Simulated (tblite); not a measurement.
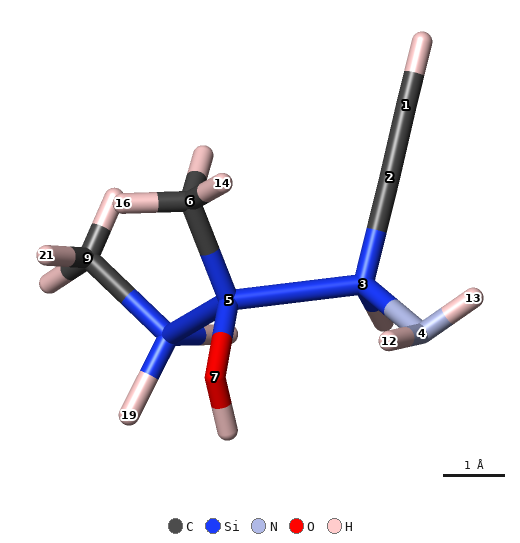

Fig. 1: The structure as given in the input (stick view, seen at a tilt; atoms are numbered from 1 in the order of the input).

# Run report: C$_{4}$H$_{13}$NOSi$_{3}$, geometry relaxation (part 1 of 3)

System: C$_{4}$H$_{13}$NOSi$_{3}$.
Method: GFN2-xTB geometry optimisation, gas phase (tblite 0.8.0).

It belongs to a series of runs on one base structure; here: H on Si replaced by ethynyl.

The program's output:
```
step      E/eV     max force
  0    -742.56482    3.250
  1    -742.75940    6.095
  2    -742.82193    3.949
  3    -742.95923    0.668
  4    -742.99112    0.445
  5    -743.06689    1.563
  6    -743.11174    1.160
  7    -743.14561    0.453
  8    -743.17539    0.480
  9    -743.20675    0.844
 10    -743.22926    0.652
 11    -743.24335    0.232
 12    -743.25324    0.240
 13    -743.26296    0.457
 14    -743.27447    0.441
 15    -743.28741    0.344
 16    -743.29937    0.238
 17    -743.30887    0.261
 18    -743.31688    0.249
 19    -743.32395    0.281
 20    -743.32948    0.191
 21    -743.33321    0.150
 22    -743.33580    0.116
 23    -743.33829    0.144
 24    -743.34107    0.152
 25    -743.34351    0.153
 26    -743.34516    0.111
 27    -743.34639    0.084
 28    -743.34768    0.085
 29    -743.34919    0.113
 30    -743.35073    0.115
 31    -743.35199    0.107
 32    -743.35301    0.073
 33    -743.35407    0.096
 34    -743.35543    0.096
 35    -743.35714    0.136
 36    -743.35896    0.147
 37    -743.36053    0.103
 38    -743.36181    0.087
 39    -743.36303    0.080
 40    -743.36443    0.108
 41    -743.36605    0.136
 42    -743.36750    0.149
 43    -743.36912    0.155
 44    -743.37066    0.120
 45    -743.37225    0.084
 46    -743.37312    0.070
 47    -743.37391    0.059
 48    -743.37452    0.058
 49    -743.37522    0.061
 50    -743.37579    0.054
 51    -743.37615    0.045
 52    -743.37638    0.038
 53    -743.37658    0.032
 54    -743.37684    0.031
 55    -743.37699    0.027
 56    -743.37715    0.024
 57    -743.37728    0.027
 58    -743.37743    0.029
 59    -743.37755    0.021
 60    -743.37764    0.018
 61    -743.37770    0.017
 62    -743.37777    0.017
 63    -743.37784    0.025
 64    -743.37793    0.025
 65    -743.37801    0.026
 66    -743.37808    0.026
 67    -743.37814    0.019
 68    -743.37820    0.018
 69    -743.37828    0.027
 70    -743.37838    0.027
 71    -743.37855    0.038
 72    -743.37877    0.043
 73    -743.37900    0.041
 74    -743.37919    0.033
 75    -743.37932    0.027
 76    -743.37941    0.027
 77    -743.37949    0.020
 78    -743.37957    0.024
 79    -743.37966    0.022
 80    -743.37974    0.021
 81    -743.37981    0.019
 82    -743.37986    0.015
 83    -743.37992    0.018
 84    -743.37997    0.020
 85    -743.38003    0.020
 86    -743.38009    0.021
 87    -743.38014    0.019
 88    -743.38022    0.024
 89    -743.38034    0.028
 90    -743.38046    0.031
 91    -743.38055    0.021
 92    -743.38060    0.015
 93    -743.38066    0.015
 94    -743.38073    0.030
 95    -743.38085    0.040
 96    -743.38097    0.035
 97    -743.38105    0.018
 98    -743.38111    0.018
 99    -743.38117    0.021
100    -743.38128    0.036
101    -743.38143    0.041
102    -743.38158    0.030
103    -743.38168    0.015
104    -743.38174    0.016
105    -743.38179    0.021
106    -743.38188    0.025
107    -743.38200    0.024
108    -743.38209    0.026
109    -743.38212    0.050
110    -743.38215    0.016
111    -743.38217    0.014
112    -743.38226    0.015
113    -743.38234    0.023
114    -743.38246    0.027
115    -743.38257    0.026
116    -743.38266    0.027
117    -743.38274    0.025
118    -743.38285    0.029
119    -743.38303    0.038
120    -743.38326    0.038
121    -743.38346    0.025
122    -743.38359    0.021
123    -743.38368    0.022
124    -743.38379    0.030
125    -743.38395    0.037
126    -743.38416    0.031
127    -743.38433    0.033
128    -743.38447    0.033
129    -743.38466    0.041
130    -743.38490    0.044
131    -743.38514    0.032
132    -743.38531    0.029
133    -743.38549    0.033
134    -743.38571    0.039
135    -743.38619    0.057
136    -743.38689    0.060
137    -743.38765    0.062
138    -743.38825    0.044
139    -743.38853    0.060
140    -743.38833    0.062
141    -743.38903    0.045
142    -743.38929    0.029
143    -743.38990    0.060
144    -743.39044    0.065
145    -743.39102    0.062
146    -743.39146    0.050
147    -743.39181    0.053
148    -743.39229    0.046
149    -743.39284    0.087
150    -743.39352    0.085
151    -743.39451    0.096
152    -743.39593    0.072
153    -743.39754    0.119
154    -743.39834    0.119
155    -743.39996    0.124
156    -743.40113    0.099
157    -743.40232    0.072
158    -743.40379    0.090
159    -743.40468    0.065
160    -743.40532    0.124
161    -743.40606    0.185
162    -743.40669    0.087
163    -743.40730    0.076
164    -743.40758    0.054
165    -743.40793    0.048
166    -743.40831    0.044
167    -743.40863    0.048
168    -743.40911    0.045
169    -743.40960    0.050
170    -743.40991    0.051
171    -743.41021    0.059
172    -743.41053    0.036
173    -743.41111    0.045
174    -743.41147    0.047
175    -743.41189    0.044
176    -743.41223    0.032
177    -743.41244    0.026
178    -743.41269    0.038
179    -743.41296    0.034
180    -743.41325    0.035
181    -743.41359    0.028
182    -743.41398    0.039
183    -743.41433    0.038
184    -743.41457    0.030
185    -743.41477    0.027
186    -743.41495    0.024
187    -743.41512    0.031
188    -743.41527    0.033
189    -743.41545    0.029
190    -743.41567    0.021
191    -743.41584    0.024
192    -743.41605    0.031
193    -743.41620    0.032
194    -743.41634    0.034
195    -743.41651    0.027
196    -743.41671    0.035
197    -743.41692    0.035
198    -743.41711    0.028
199    -743.41731    0.036
200    -743.41756    0.047
201    -743.41784    0.049
202    -743.41811    0.045
203    -743.41839    0.041
204    -743.41863    0.070
205    -743.41901    0.083
206    -743.41954    0.071
207    -743.42047    0.054
208    -743.42087    0.050
209    -743.42122    0.036
210    -743.42137    0.031
211    -743.42150    0.031
212    -743.42159    0.030
213    -743.42171    0.028
214    -743.42183    0.028
215    -743.42203    0.033
216    -743.42224    0.040
217    -743.42239    0.029
218    -743.42251    0.025
219    -743.42263    0.027
220    -743.42276    0.023
221    -743.42289    0.029
222    -743.42298    0.024
223    -743.42311    0.019
224    -743.42323    0.023
225    -743.42336    0.029
226    -743.42353    0.027
227    -743.42373    0.033
228    -743.42391    0.026
229    -743.42401    0.028
230    -743.42414    0.020
231    -743.42421    0.028
232    -743.42428    0.020
233    -743.42436    0.017
234    -743.42443    0.018
235    -743.42451    0.024
236    -743.42458    0.022
237    -743.42464    0.017
238    -743.42468    0.012
239    -743.42471    0.013
240    -743.42473    0.013
241    -743.42476    0.010
242    -743.42478    0.011
243    -743.42482    0.012
244    -743.42485    0.014
245    -743.42489    0.013
246    -743.42493    0.010
247    -743.42496    0.011
248    -743.42499    0.018
249    -743.42503    0.020
250    -743.42508    0.020
251    -743.42513    0.019
252    -743.42517    0.016
253    -743.42521    0.013
254    -743.42524    0.018
255    -743.42528    0.016
256    -743.42532    0.013
257    -743.42535    0.012
258    -743.42538    0.014
259    -743.42541    0.014
260    -743.42544    0.012
261    -743.42545    0.009
```

Trajectory as extended XYZ (Å, eV, eV/Å), 22 of the 262 frames kept, from step=0 to step=261:
```
22
Properties=species:S:1:pos:R:3:forces:R:3 step=0 energy=-742.56482
C    -2.5937    0.2390    2.6005    0.2410  -0.2990  -1.1470
C    -2.3035   -0.0509    1.4471   -0.8600   0.7070   3.0530
Si   -1.8276   -0.5247   -0.2366   -1.0850  -0.6250  -1.3560
N    -3.0784   -0.0757   -1.4255   -0.3000   0.7470   1.2360
Si    0.2014    0.2669   -0.7575   -0.4040   0.2660  -2.0460
C     0.5267    1.6508    0.4211    0.9000   0.9310   0.5930
O     0.1547    0.7686   -2.3904    0.1080  -1.5870   0.2930
Si    1.7563   -1.3210   -0.5491    0.2250  -1.0090   0.0510
C     3.0402   -0.6723    0.6467    1.3100   0.3620  -0.5930
H    -2.8631    0.4864    3.6147    0.2410  -0.1720  -0.8520
H    -1.7064   -1.9996   -0.2166   -0.3420  -0.0110  -0.0110
H    -2.8145    0.7770   -1.9387   -0.3090  -0.6330   0.2370
H    -3.9861    0.1263   -0.9391    1.0340  -0.3070  -0.8650
H    -0.2693    2.3821    0.3523    0.1400   0.3080   0.1440
H     0.5124    1.2295    1.4434    0.1540   0.4270  -0.4910
H     1.5103    2.1427    0.2212   -0.8770  -0.2300   0.3990
H     0.1502   -0.0336   -2.9750   -0.0240   1.4930   0.6450
H     1.1861   -2.5788    0.0176    0.2330   0.2200  -0.2630
H     2.4309   -1.5799   -1.8233    0.0960  -0.2600  -0.0950
H     3.9196   -1.3612    0.5682   -0.6660   0.6730   0.6890
H     3.4077    0.3240    0.2576   -0.3780  -0.9680   0.7500
H     2.6358   -0.5771    1.6606    0.5640  -0.0350  -0.3720
22
Properties=species:S:1:pos:R:3:forces:R:3 step=12 energy=-743.25324
C    -2.6270    0.2331    2.6441   -0.0450   0.0540   0.2290
C    -2.3628   -0.1123    1.5239    0.0510  -0.0930  -0.2030
Si   -1.9138   -0.5971   -0.2216    0.0070   0.0520   0.1130
N    -3.1137    0.0036   -1.3103    0.0300  -0.0780  -0.0470
Si    0.1796    0.2517   -0.7887   -0.0670  -0.1630  -0.0110
C     0.5306    1.7307    0.3852    0.0110  -0.0880  -0.0700
O     0.1715    0.7804   -2.3575   -0.0210   0.1080   0.1320
Si    1.8400   -1.3671   -0.5685   -0.0390   0.0180  -0.0400
C     3.1443   -0.7011    0.6452   -0.0160  -0.0460  -0.1280
H    -2.8569    0.5239    3.6337    0.0180  -0.0290  -0.1290
H    -1.9618   -2.0832   -0.2285   -0.1210   0.1610  -0.0170
H    -2.8643    0.7206   -1.9700   -0.0570   0.0160   0.0380
H    -4.0859    0.0676   -1.0573    0.0420  -0.0280  -0.0100
H    -0.2280    2.5117    0.3732    0.0290  -0.1220  -0.1110
H     0.5352    1.3069    1.3898    0.0390   0.1470  -0.0190
H     1.4944    2.2095    0.2206   -0.0720  -0.0710  -0.0470
H     0.1452    0.1682   -3.0886    0.0010   0.0940   0.1050
H     1.2781   -2.6319   -0.0532    0.0900   0.0600   0.0070
H     2.4845   -1.7509   -1.8464    0.0420   0.0380   0.1230
H     4.0300   -1.3282    0.7188   -0.0880   0.0210   0.0240
H     3.4623    0.2873    0.3173    0.0570  -0.0570   0.1210
H     2.7081   -0.6046    1.6377    0.1070   0.0070  -0.0570
22
Properties=species:S:1:pos:R:3:forces:R:3 step=25 energy=-743.34351
C    -2.6397    0.2327    2.6640    0.0250  -0.0380  -0.1460
C    -2.3812   -0.1105    1.5393   -0.0470   0.0150   0.0650
Si   -1.9685   -0.6133   -0.2074    0.0440   0.0140  -0.0780
N    -3.1279   -0.0254   -1.3535   -0.0010   0.0000   0.0230
Si    0.1615    0.1716   -0.7482   -0.0500   0.0700   0.0330
C     0.5301    1.7003    0.3429   -0.0130  -0.0230  -0.0230
O     0.1438    0.8719   -2.2432    0.0050  -0.0520   0.0060
Si    1.8865   -1.3767   -0.5696   -0.0900   0.0590   0.0270
C     3.1848   -0.7197    0.6473    0.0400  -0.0020   0.0490
H    -2.8662    0.5273    3.6482   -0.0030   0.0110   0.0340
H    -2.1667   -2.0776   -0.2362    0.0010   0.0470   0.0320
H    -2.9140    0.7718   -1.9303    0.0420   0.0150   0.0810
H    -4.1031   -0.0068   -1.1020   -0.0160  -0.0380  -0.0280
H    -0.2363    2.4627    0.2310    0.0140  -0.0090  -0.0030
H     0.5639    1.4243    1.3933   -0.0080  -0.0030  -0.0150
H     1.4824    2.1582    0.0893   -0.0060  -0.0050  -0.0110
H     0.1285    0.3609   -3.0459   -0.0310   0.0040  -0.0040
H     1.3745   -2.6458   -0.0274    0.0220  -0.0380  -0.0090
H     2.5829   -1.7440   -1.8154    0.0130   0.0170  -0.0270
H     4.0395   -1.3820    0.7237    0.0650  -0.0620   0.0250
H     3.5566    0.2581    0.3584    0.0050   0.0300  -0.0510
H     2.7582   -0.6193    1.6410   -0.0120  -0.0130   0.0220
22
Properties=species:S:1:pos:R:3:forces:R:3 step=37 energy=-743.36053
C    -2.6521    0.2355    2.6526   -0.0080   0.0170   0.0420
C    -2.4089   -0.1109    1.5266    0.0320   0.0020  -0.0330
Si   -1.9775   -0.6170   -0.2170   -0.0300  -0.0020   0.0730
N    -3.1179   -0.0221   -1.3807    0.0270   0.0290   0.0460
Si    0.1523    0.1692   -0.7454   -0.0840   0.0180   0.0560
C     0.5209    1.7073    0.3249    0.0290   0.0170   0.0110
O     0.1431    0.8628   -2.2417    0.0140  -0.0620   0.0000
Si    1.8817   -1.3709   -0.5360    0.0640   0.0210  -0.0040
C     3.2135   -0.7413    0.6683    0.0090   0.0000  -0.0020
H    -2.8667    0.5309    3.6418   -0.0030  -0.0110  -0.0490
H    -2.1888   -2.0776   -0.2077   -0.0050   0.0340  -0.0540
H    -2.9187    0.8671   -1.8118   -0.0370  -0.0060   0.0000
H    -4.1055   -0.0832   -1.1819    0.0590  -0.0350  -0.0360
H    -0.2364    2.4778    0.2065    0.0100  -0.0270  -0.0020
H     0.5623    1.4471    1.3790   -0.0250  -0.0060  -0.0130
H     1.4769    2.1483    0.0573    0.0050   0.0280  -0.0020
H     0.0560    0.3593   -3.0449   -0.0210  -0.0030   0.0110
H     1.4215   -2.6826   -0.0470   -0.0110   0.0280   0.0010
H     2.5698   -1.6654   -1.8064    0.0210  -0.0160  -0.0330
H     4.0568   -1.4228    0.7435   -0.0350  -0.0080  -0.0130
H     3.6022    0.2234    0.3513   -0.0070  -0.0190   0.0130
H     2.8053   -0.6163    1.6678   -0.0050   0.0020  -0.0100
22
Properties=species:S:1:pos:R:3:forces:R:3 step=50 energy=-743.37579
C    -2.6674    0.2486    2.6689    0.0070  -0.0200  -0.0500
C    -2.4106   -0.1177    1.5518   -0.0110   0.0100   0.0330
Si   -1.9769   -0.6058   -0.1933   -0.0170   0.0170  -0.0480
N    -3.0796    0.0132   -1.3767    0.0220   0.0020  -0.0210
Si    0.1526    0.1671   -0.7232    0.0120  -0.0050   0.0060
C     0.5214    1.7240    0.3172    0.0080   0.0040  -0.0030
O     0.1453    0.8111   -2.2401   -0.0150   0.0060   0.0000
Si    1.9071   -1.3490   -0.5402   -0.0490  -0.0040  -0.0150
C     3.2393   -0.7570    0.6778   -0.0120  -0.0160   0.0000
H    -2.8949    0.5543    3.6498   -0.0080   0.0080   0.0260
H    -2.2265   -2.0549   -0.2638    0.0130  -0.0160   0.0230
H    -2.9713    0.9613   -1.6996    0.0000  -0.0080   0.0240
H    -4.0593   -0.2138   -1.3168   -0.0070   0.0000   0.0050
H    -0.2393    2.4870    0.1821   -0.0110   0.0130   0.0050
H     0.5571    1.4788    1.3742   -0.0160  -0.0010   0.0250
H     1.4756    2.1663    0.0496    0.0280   0.0200  -0.0220
H    -0.0572    0.2986   -3.0160   -0.0120  -0.0050   0.0100
H     1.4485   -2.6706   -0.0756   -0.0030   0.0020  -0.0020
H     2.5833   -1.6165   -1.8228    0.0330  -0.0140  -0.0130
H     4.0478   -1.4771    0.7556    0.0370   0.0020   0.0140
H     3.6682    0.1911    0.3667    0.0090  -0.0010   0.0060
H     2.8265   -0.6203    1.6735   -0.0080   0.0050  -0.0060
```
